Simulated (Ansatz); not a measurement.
# Si3NH9 (SMILES [SiH3]N([SiH3])[SiH3]) at HSE06/6-31G(d) (spherical functions)

What is the electronic atomisation energy of Si3NH9 at HSE06/6-31G* (spherical functions)? 

The results are computed with Ansatz 0.2.0.

59 further runs of the same task are left out: 59 set aside as unsound or not needed.

## 1. The structure to begin with

Si3NH9 has 13 atoms, charge 0, and is taken as a singlet. SMILES: `[SiH3]N([SiH3])[SiH3]`. The coordinates come from a PBE0-D4/def2-TZVP relaxation.

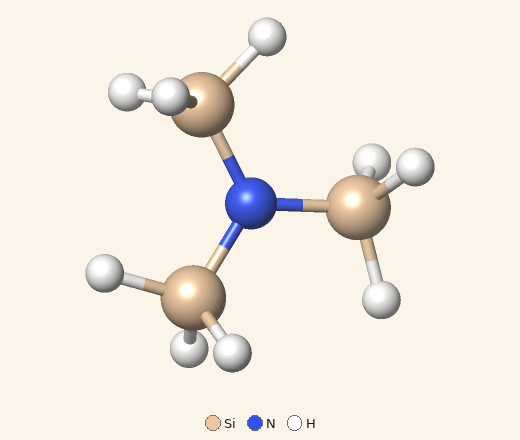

The structure, seen from a chosen angle (silicon light orange, nitrogen blue, hydrogen white).

## 2. The energy at HSE06/6-31G(d) (spherical functions)

input.yaml reads:

```yaml
basis:
  gaussian: {orbitals: 6-31G_st_-spherical.json}
crystal:
  periodic: [false, false, false]
  atoms:
    - symbol: Si
      position_ang: [-0.519450, 1.440730, -0.815850]
    - symbol: N
      position_ang: [-0.000690, -0.000090, 0.000350]
    - symbol: Si
      position_ang: [0.784860, 0.112060, 1.543580]
    - symbol: Si
      position_ang: [-0.265590, -1.552910, -0.727470]
    - symbol: H
      position_ang: [-1.148110, 1.019270, -2.096710]
    - symbol: H
      position_ang: [-1.512750, 2.195720, -0.007190]
    - symbol: H
      position_ang: [0.625850, 2.343510, -1.105390]
    - symbol: H
      position_ang: [0.020170, -0.607680, 2.596110]
    - symbol: H
      position_ang: [2.158120, -0.455830, 1.496860]
    - symbol: H
      position_ang: [0.862760, 1.555850, 1.894200]
    - symbol: H
      position_ang: [-1.713780, -1.813530, -0.940290]
    - symbol: H
      position_ang: [0.285610, -2.575110, 0.202450]
    - symbol: H
      position_ang: [0.422990, -1.661990, -2.040670]
hamiltonian: {xc: hse06}
accuracy: high
output: {orbitals: {seedname: orbitals}}
```

The basis set 6-31G* is read from a file made from the Basis Set Exchange's data (not shown).

Command:

```
$ ansatz run input.yaml --threads 1 --pin off --max-ram 3480MiB --events-out events.jsonl --progress --plain --runs-dir runs
```

The log of the run:

```text
Warning: RAYON_NUM_THREADS=1 ignored (pool sized by the plan → 1); use --threads N
Functional definition: HSE06
  name "HSE06"
  parameter a = 0.25
  parameter omega = 0.11/bohr
  exchange = pbe_x - a*pbe_x_sr(omega) + a*exact_x_sr(omega)
  correlation = pbe_c
2086 factors; integrals over basis functions are off by at most 3.8e-9 eV
138 factors; integrals over basis functions are off by at most 1.3e-9 eV
mean field evaluation 1: about -25250.4116 eV, gradient 5.3e1 eV
mean field evaluation 2: about -25236.2395 eV, gradient 9.0e1 eV
mean field evaluation 4: about -25256.0761 eV, gradient 1.0e0 eV
mean field evaluation 8: about -25256.3780 eV, gradient 9.1e-2 eV
mean field evaluation 16: about -25256.3780 eV, gradient 4.3e-7 eV
mean field -25256.37802147 eV, -928.1547729010 hartree, gradient 7.9e-9 eV, S^2 0.000000; 0 other end points of the search recorded, 0 dependent functions left out
reference -25256.37802600 eV, -928.1547730677 hartree; 29, 29 occupied and 57, 57 virtual orbitals, 2086 factors
Total energy: -25256.37802600 eV, -928.1547730677 hartree
```

Wall time 11 s (1 thread of Arm Neoverse V2, shared host); peak memory 0.35 GiB.

## 3. The H atom

molecule.yaml reads:

```yaml
crystal:
  periodic: [false, false, false]
  atoms:
    - {symbol: H, position_ang: [0.000000, 0.000000, 0.000000]}
basis:
  gaussian:
    orbitals: "6-31G*"
magnetization:
  spin_polarized: true
  initial_magnetization: 1
hamiltonian:
  xc: {name: HSE06}
accuracy: high
```

Run the same way, it converges to -0.49883 Eh (log not shown).

## 4. The N atom at the same level

input.yaml reads:

```yaml
crystal:
  periodic: [false, false, false]
  atoms:
    - {symbol: "N", position_ang: [0.000000, 0.000000, 0.000000]}
basis:
  gaussian: {orbitals: 6-31G_st_-spherical.json}
magnetization: {spin_polarized: true, initial_magnetization: 3}
hamiltonian: {xc: hse06}
accuracy: high
```

The basis set 6-31G* is read from a file made from the Basis Set Exchange's data (not shown).

Command:

```
$ ansatz run input.yaml --threads 1 --pin off --max-ram 3480MiB --events-out events.jsonl --progress --plain --runs-dir runs
```

The log of the run:

```text
Warning: RAYON_NUM_THREADS=1 ignored (pool sized by the plan → 1); use --threads N
Functional definition: HSE06
  name "HSE06"
  parameter a = 0.25
  parameter omega = 0.11/bohr
  exchange = pbe_x - a*pbe_x_sr(omega) + a*exact_x_sr(omega)
  correlation = pbe_c
96 factors; integrals over basis functions are off by at most 1.2e-9 eV
35 factors; integrals over basis functions are off by at most 3.6e-10 eV
mean field evaluation 1: about -1483.5129 eV, gradient 4.5e0 eV
mean field evaluation 2: about -1483.5848 eV, gradient 2.3e0 eV
mean field evaluation 4: about -1483.6120 eV, gradient 8.8e-2 eV
mean field evaluation 8: about -1483.6113 eV, gradient 8.4e-5 eV
mean field -1483.61130695 eV, -54.5217099027 hartree, gradient 1.8e-8 eV, S^2 3.751794; 0 other end points of the search recorded, 0 dependent functions left out
reference -1483.61130804 eV, -54.5217099425 hartree; 5, 2 occupied and 9, 12 virtual orbitals, 96 factors
Total energy: -1483.61130804 eV, -54.5217099425 hartree
```

Wall time 0.36 s (1 thread of Arm Neoverse V2, shared host).

## 5. The Si atom

run.yaml reads:

```yaml
crystal:
  periodic: [false, false, false]
  atoms:
    - {symbol: Si, position_ang: [0.000000, 0.000000, 0.000000]}
basis:
  gaussian:
    orbitals: 6-31G_st_-spherical.json
magnetization:
  spin_polarized: true
  initial_magnetization: 2
hamiltonian:
  xc: {name: HSE06}
accuracy: high
```

The basis set 6-31G* is read from a file made from the Basis Set Exchange's data (not shown).

Run the same way, it converges to -289.22198 Eh (log not shown).

## 6. Summary of results

At HSE06/6-31G* (spherical functions):

| quantity | value |
| --- | --- |
| molecule: total energy | -928.15477 Eh |
| molecule: HOMO energy | -7.07 eV |
| molecule: LUMO energy | -0.39 eV |
| molecule: HOMO–LUMO gap | 6.68 eV |
| H atom: total energy | -0.49883 Eh |
| H atom: ⟨S²⟩ | 0.750 |
| N atom: total energy | -54.52171 Eh |
| N atom: ⟨S²⟩ | 3.752 |
| Si atom: total energy | -289.22198 Eh |
| Si atom: ⟨S²⟩ | 2.002 |
| electronic atomisation energy | 40.209 eV |

Taking the molecule apart into free atoms costs 40.21 eV (927 kcal/mol), before zero-point energy and without spin-orbit coupling.
